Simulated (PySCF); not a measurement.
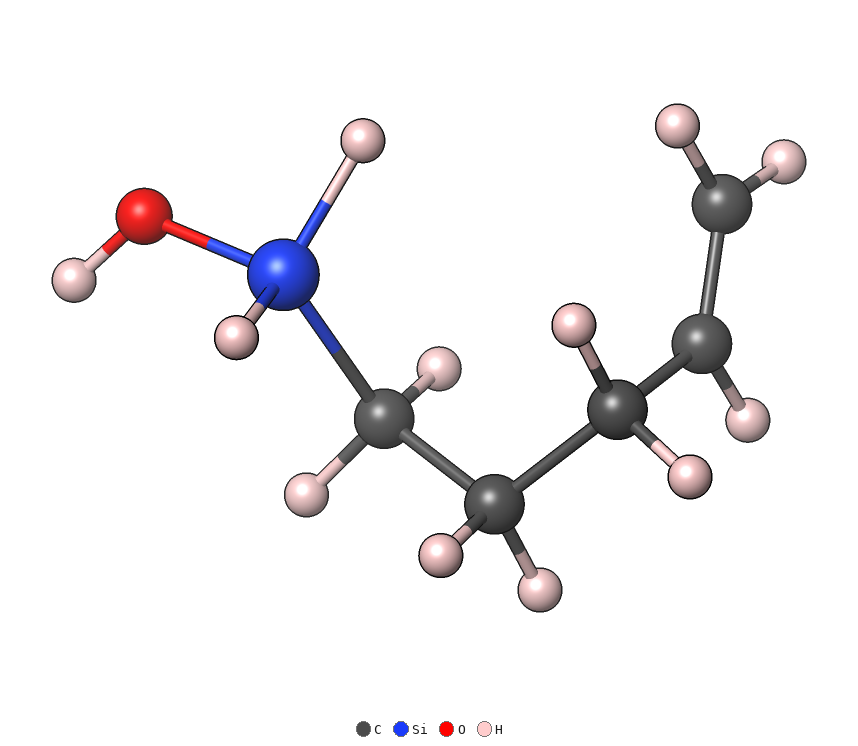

The geometry was computed by an optimisation with GFN2-xTB. No frequency run is at hand to confirm it as a minimum. Level of theory: CAM-B3LYP/def2-SVPD, gas phase (PySCF 2.14.0). Excitations: vertical, linear response.

What does the calculation give?

The species is C₅H₁₂OSi (`C=CCCC[SiH2]O`).
- dipole moment: 1.96 D
- HOMO energy (Kohn–Sham orbital): −8.84 eV
- LUMO energy (Kohn–Sham orbital): 0.86 eV
- HOMO–LUMO gap: 9.70 eV
- mean static polarisability: 88.5 bohr³
- lowest vertical singlet excitation: 7.05 eV
- its oscillator strength: 0.004
- brightest of the 8 lowest singlets: 7.38 eV
- its oscillator strength: 0.22

The geometry is semi-empirical. Around Si such bond lengths and angles can be off by a tenth of an ångström or more and by several degrees, and values that hang on the shape move with them.
